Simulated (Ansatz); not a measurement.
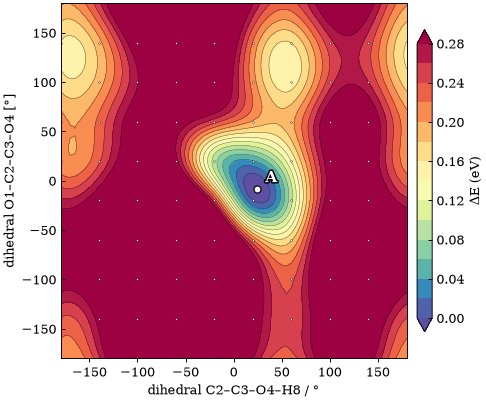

C2H3FO2, SMILES O=CC(O)F. The first coordinate is: dihedral C2–C3–O4–H8; the second: dihedral O1–C2–C3–O4. Nothing is relaxed (all other coordinates rigid). The grid has 9 × 9 points. Points are written as (first, second). Energies: eV, counted from the lowest grid point. Computed with RKS PBE0-D4/def2-TZVP in Ansatz.

Drawn: filled contours, dots at the grid points, one colour for all values above the top of the scale, the well A. Between grid points the surface is interpolated.

### Estimate the position of the minimum and the force constants in these coordinates. Take the well at A.

The interpolated minimum is at dihedral C2–C3–O4–H8 ≈ 24°, dihedral O1–C2–C3–O4 ≈ −9°. The curvatures there are about 0.81 eV/rad² and 0.68 eV/rad², with a cross term of about 0.27 eV/rad². Round the minimum the valley is somewhat tilted: raising dihedral C2–C3–O4–H8 shifts the best value of dihedral O1–C2–C3–O4 downwards (coupling k₁₂/√(k₁₁k₂₂) about 0.4).
